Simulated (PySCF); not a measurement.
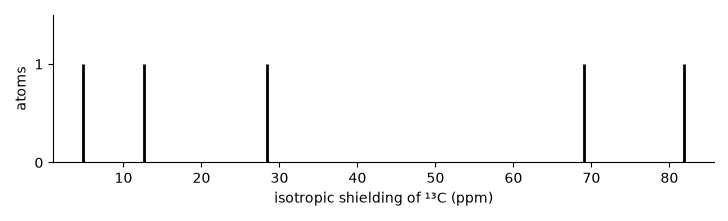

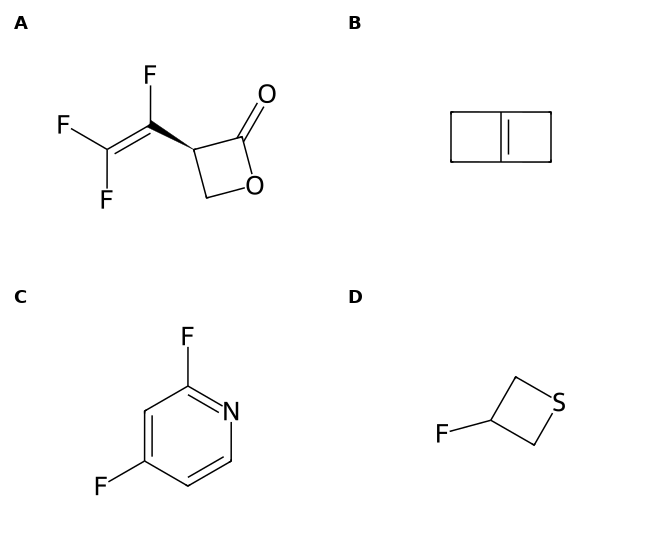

The sticks are computed shieldings of one of the molecules, for one fixed geometry (PBE0-D3(BJ)/def2-SVP) without averaging over rotations. Low shielding means a high chemical shift. Method: GIAO PBE0/pcSseg-1 NMR shielding, non-relativistic, IEF-PCM chloroform (PySCF 2.14.0).

Question: Match the spectrum to a structure.

Answer: C, `Fc1ccnc(F)c1`. Its 5 C atoms give lines at 4.8, 12.6, 28.3, 69.1, 81.9 ppm.
